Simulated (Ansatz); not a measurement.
```cif
data_structure
_symmetry_space_group_name_H-M 'P 1'
_symmetry_Int_Tables_number 1
_cell_length_a 4.4641
_cell_length_b 4.4641
_cell_length_c 8.0099
_cell_angle_alpha 90.000
_cell_angle_beta 90.000
_cell_angle_gamma 90.000
_cell_volume 159.63
loop_
_atom_site_label
_atom_site_type_symbol
_atom_site_fract_x
_atom_site_fract_y
_atom_site_fract_z
_atom_site_occupancy
Na1 Na 0.00000 0.00000 0.77119 1
Na2 Na 0.50000 0.50000 0.27119 1
Na3 Na 0.00000 0.00000 0.22881 1
Na4 Na 0.50000 0.50000 0.72881 1
Pd1 Pd 0.00000 0.50000 0.00000 1
Pd2 Pd 0.50000 0.00000 0.50000 1
Pd3 Pd 0.50000 0.00000 0.00000 1
Pd4 Pd 0.00000 0.50000 0.50000 1
O1 O 0.50000 0.00000 0.25000 1
O2 O 0.00000 0.50000 0.75000 1
O3 O 0.00000 0.50000 0.25000 1
O4 O 0.50000 0.00000 0.75000 1
O5 O 0.00000 0.00000 0.50000 1
O6 O 0.50000 0.50000 0.00000 1
```

Space group I4/mmm; a generated structure, not necessarily the stable one; changed on purpose from its base cell (volume × 0.91, shape and atoms relaxed); computed pressure about 10 GPa in this cell; spin-polarised.

The calculation used DFT PBE, scalar-relativistic, plane waves, PAW (Ansatz 0.2.0).

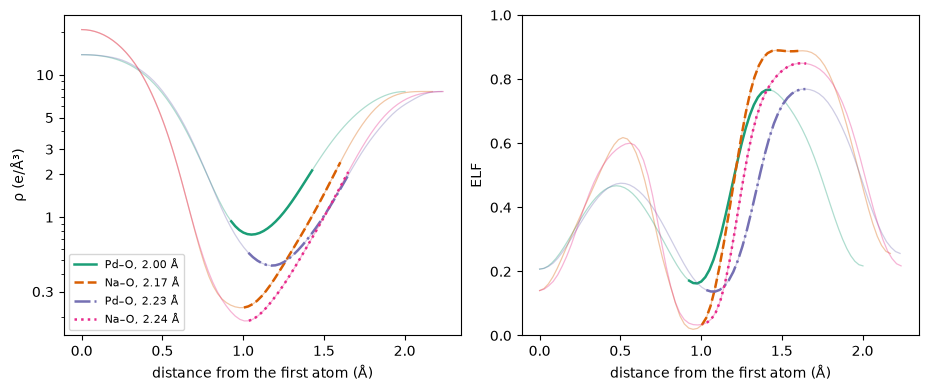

Na₂Pd₂O₃. Valence electron density and electron localisation function along straight lines between neighbouring atoms. Thin, pale parts lie inside the atomic spheres.

The density is the valence pseudo-density of a PAW calculation; it isn't the true density close to the nuclei.

### What can be read from the curves?

Pd–O (2.00 Å): ρ is about 0.78 e/Å³ halfway; the ELF peaks at about 0.75 in the valence shell of O, 0.6 Å from its nucleus, and drops to about 0.15 between the two atoms: no shared electron pair shows on this line.
Na–O (2.17 Å): the density is about 0.26 e/Å³ at the midpoint; the ELF peaks at about 0.90 in the valence shell of O, 0.7 Å from its nucleus, and is about 0.15 at the midpoint; no localised pair shows between them.
Pd–O (2.23 Å): ρ at the midpoint is about 0.48 e/Å³; the ELF peaks at about 0.75 in the valence shell of O, 0.6 Å from its nucleus, and drops to about 0.15 between the two atoms; no localised pair shows between them.
Na–O (2.24 Å): ρ is about 0.22 e/Å³ halfway; the ELF peaks at about 0.85 in the valence shell of O, 0.6 Å from its nucleus, and is about 0.10 at the midpoint: no shared electron pair shows on this line.
